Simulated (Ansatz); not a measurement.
Structure (in its standard cell), the input geometry of an electronic-structure calculation (not necessarily at equilibrium):

```cif
data_structure
_symmetry_space_group_name_H-M 'P 1'
_symmetry_Int_Tables_number 1
_cell_length_a 3.7783
_cell_length_b 3.7783
_cell_length_c 3.7783
_cell_angle_alpha 90.000
_cell_angle_beta 90.000
_cell_angle_gamma 90.000
_cell_volume 53.94
loop_
_atom_site_label
_atom_site_type_symbol
_atom_site_fract_x
_atom_site_fract_y
_atom_site_fract_z
_atom_site_occupancy
Rh1 Rh 0.00000 0.00000 0.00000 1
Rh2 Rh 0.00000 0.50000 0.50000 1
Rh3 Rh 0.50000 0.00000 0.50000 1
Rh4 Rh 0.50000 0.50000 0.00000 1
```

**What does the kinematic electron diffraction pattern along [111] look like at 120 kV (B = 0.8 Å²)?**

The spots form a hexagonal net with both shortest vectors at d = 1.34 Å, 60.0° apart. They are -2 2 0 and -2 0 2. The pattern has symmetry 6mm. The lattice centring (F) removes all reflections that break h + k = 2n, h + l = 2n.

Strongest reflections with d > 0.80 Å, one of each family (|F|² from tabulated Gaussian fits of the electron scattering factors, times a small damping for the curvature of the Ewald sphere):

```
   hkl  d (Å)  I (strongest = 100)
2 0 -2  1.336                  100
```

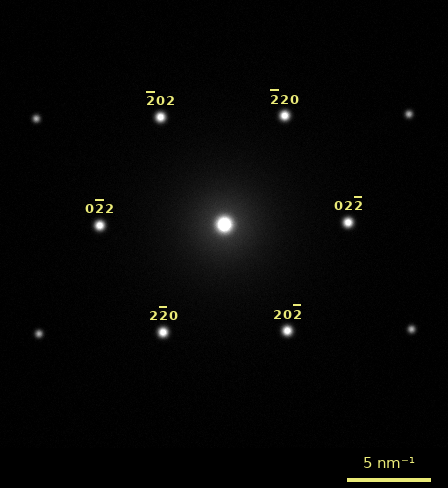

Calculated pattern, seen from the source side with [111] pointing towards the source.
